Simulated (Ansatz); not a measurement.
# CAM-B3LYP/cc-pVDZ run of CH4F2OSi (SMILES C[Si](O)(F)F)

What is the vertical singlet–triplet gap of CH4F2OSi at CAM-B3LYP/cc-pVDZ? 

Program for the calculation: Ansatz 0.2.0.

99 further runs of the same task are left out: 2 that didn't finish, 97 set aside as unsound or not needed. Runs told in other sessions of the task aren't counted.

### Step 1. Starting point

CH4F2OSi has 9 atoms, charge 0, and is taken as a singlet. As SMILES, `C[Si](O)(F)F`. The shape is that of a PBE0-D4/def2-TZVP optimisation. This is one conformer, not always the lowest.

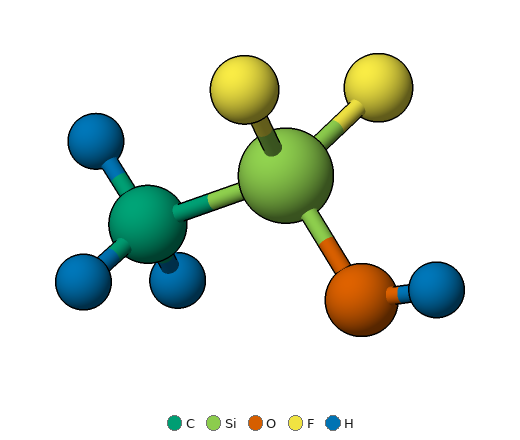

The structure, seen from a chosen angle (carbon teal, silicon green, oxygen orange, fluorine yellow, hydrogen blue).

### Step 2. A single-point energy at CAM-B3LYP/cc-pVDZ

in.yaml

```yaml
crystal:
  periodic: [false, false, false]
  atoms:
    - {symbol: C, position_ang: [-1.189400, 0.338900, -0.162200]}
    - {symbol: Si, position_ang: [0.580100, -0.130700, -0.192500]}
    - {symbol: O, position_ang: [1.083400, -0.479900, 1.308000]}
    - {symbol: F, position_ang: [0.827400, -1.374000, -1.151900]}
    - {symbol: F, position_ang: [1.471900, 1.032700, -0.807900]}
    - {symbol: H, position_ang: [-1.795500, -0.480100, 0.229600]}
    - {symbol: H, position_ang: [-1.342100, 1.213300, 0.473300]}
    - {symbol: H, position_ang: [-1.540100, 0.577500, -1.168100]}
    - {symbol: H, position_ang: [1.992700, -0.743900, 1.454700]}
basis:
  gaussian:
    orbitals: cc-pVDZ
hamiltonian:
  xc: {name: CAM-B3LYP}
output: {orbitals: {seedname: orbitals}}
accuracy: high
```

The run is started by

```sh
ansatz run in.yaml --threads 1 --pin off --max-ram 3480MiB --events-out events.jsonl --progress --plain --runs-dir runs
```

Log:

```text
Warning: RAYON_NUM_THREADS=1 ignored (pool sized by the plan → 1); use --threads N
Functional definition: CAM-B3LYP
  name "CAM-B3LYP"
  parameter alpha = 0.19
  parameter beta = 0.46
  parameter omega = 0.33/bohr
  parameter ac = 0.81
  exchange = (1 - alpha - beta)*b88_x + beta*b88_x_sr(omega) + alpha*exact_x + beta*exact_x_lr(omega)
  correlation = (1 - ac)*vwn5_c + ac*lyp_c
2129 factors; integrals over basis functions are off by at most 3.5e-9 eV
409 factors; integrals over basis functions are off by at most 1.8e-9 eV
mean field evaluation 1: about -16455.9871 eV, gradient 6.4e1 eV
mean field evaluation 2: about -16455.3644 eV, gradient 6.9e1 eV
mean field evaluation 4: about -16463.0734 eV, gradient 1.3e0 eV
mean field evaluation 8: about -16463.2299 eV, gradient 1.7e-1 eV
mean field evaluation 16: about -16463.2300 eV, gradient 1.6e-5 eV
mean field -16463.22998992 eV, -605.0125429515 hartree, gradient 2.5e-8 eV, S^2 0.000000; 0 other end points of the search recorded, 0 dependent functions left out
reference -16463.23000861 eV, -605.0125436382 hartree; 25, 25 occupied and 69, 69 virtual orbitals, 2129 factors
Total energy: -16463.23000861 eV, -605.0125436382 hartree
```

Wall time 11 s (1 thread of Arm Neoverse V2, shared host); peak memory 0.38 GiB.

### Step 3. The triplet at the same level

molecule.yaml

```yaml
crystal:
  periodic: [false, false, false]
  atoms:
    - {symbol: C, position_ang: [-1.189400, 0.338900, -0.162200]}
    - {symbol: Si, position_ang: [0.580100, -0.130700, -0.192500]}
    - {symbol: O, position_ang: [1.083400, -0.479900, 1.308000]}
    - {symbol: F, position_ang: [0.827400, -1.374000, -1.151900]}
    - {symbol: F, position_ang: [1.471900, 1.032700, -0.807900]}
    - {symbol: H, position_ang: [-1.795500, -0.480100, 0.229600]}
    - {symbol: H, position_ang: [-1.342100, 1.213300, 0.473300]}
    - {symbol: H, position_ang: [-1.540100, 0.577500, -1.168100]}
    - {symbol: H, position_ang: [1.992700, -0.743900, 1.454700]}
basis:
  gaussian:
    orbitals: cc-pVDZ
magnetization:
  spin_polarized: true
  initial_magnetization: 2
hamiltonian:
  xc: {name: CAM-B3LYP}
accuracy: high
output: {orbitals: {seedname: orbitals}}
```

The run is started by

```sh
ansatz run molecule.yaml --threads 1 --pin off --max-ram 3480MiB --events-out events.jsonl --progress --plain --runs-dir runs
```

Log, cut to the lines that bear on the results:

```text
Warning: RAYON_NUM_THREADS=1 ignored (pool sized by the plan → 1); use --threads N
[... 2 set-up lines as earlier in the session ...]
[...]
2129 factors; integrals over basis functions are off by at most 3.5e-9 eV
409 factors; integrals over basis functions are off by at most 1.8e-9 eV
[...]
mean field -16454.44530896 eV, -604.6897118806 hartree, gradient 2.2e-8 eV, S^2 2.002462; 10 other end points of the search recorded, 0 dependent functions left out
reference -16454.44532835 eV, -604.6897125932 hartree; 26, 24 occupied and 68, 70 virtual orbitals, 2129 factors
Total energy: -16454.44532835 eV, -604.6897125932 hartree
```

Run time: 90 s. Hardware: 1 thread of Arm Neoverse V2, shared host; peak memory 0.57 GiB.

### Step 4. Outcome

Level: CAM-B3LYP/cc-pVDZ.

```
                                        quantity          value
                           singlet: total energy  -605.01254 Eh
                            singlet: HOMO energy      -11.19 eV
                            singlet: LUMO energy        2.22 eV
                          singlet: HOMO–LUMO gap       13.41 eV
                           triplet: total energy  -604.68971 Eh
     triplet: HOMO energy (highest over α and β)       -2.91 eV
                                   triplet: ⟨S²⟩          2.002
vertical energy of the triplet above the singlet       8.785 eV
```

In words: At this shape the triplet lies 8.78 eV (203 kcal/mol) above the singlet.
